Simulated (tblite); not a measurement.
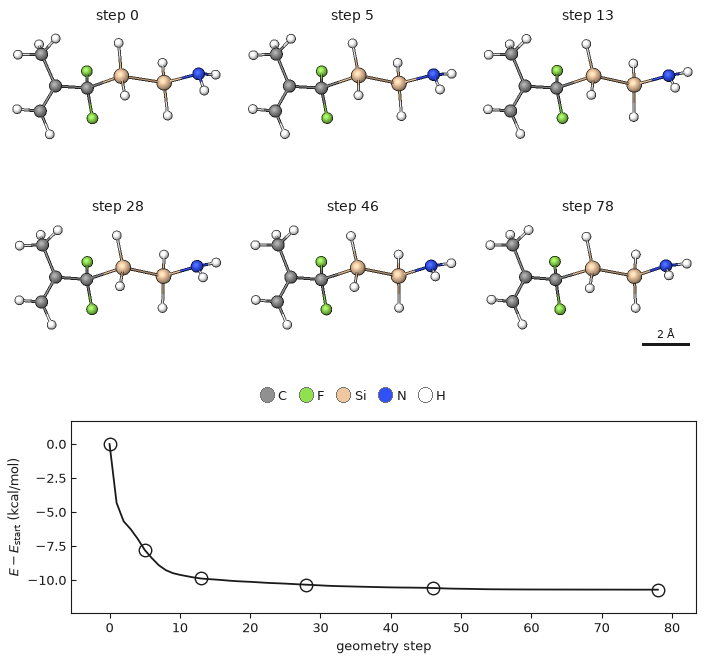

Frames of a relaxation of C4H11F2NSi2, marked on the history of the run. Style: ball-and-stick. Shown face on.

Theory: GFN2-xTB geometry optimisation, gas phase (tblite 0.8.0). 

Describe the path.

Answer. The largest move after the best rigid fit is that of an H atom, 0.45 Å. By element the largest moves are H 0.45 Å, Si 0.19 Å, F 0.18 Å, C 0.15 Å, N 0.14 Å. Among the contacts that change: C–Si 1.861 → 1.947 Å, H–Si 1.514 → 1.471 Å, C–C 1.525 → 1.495 Å, C–C 1.352 → 1.324 Å. Bond angles that change, for instance: Si–Si–N 114.5° → 103.3°, N–Si–H 104.1° → 114.7°, C–Si–H 112.3° → 102.1°. After 78 geometry steps the energy has fallen by 10.7 kcal/mol. From step 0 to 5: a Si atom moves most (0.12 Å), energy −7.78 kcal/mol. From step 5 to 13: an H atom moves most (0.17 Å), energy −2.10 kcal/mol. From step 13 to 28: an H atom moves most (0.13 Å), energy −0.46 kcal/mol. From step 28 to 46: an H atom moves most (0.14 Å), energy −0.24 kcal/mol. From step 46 to 78: an H atom moves most (0.10 Å), energy −0.12 kcal/mol.
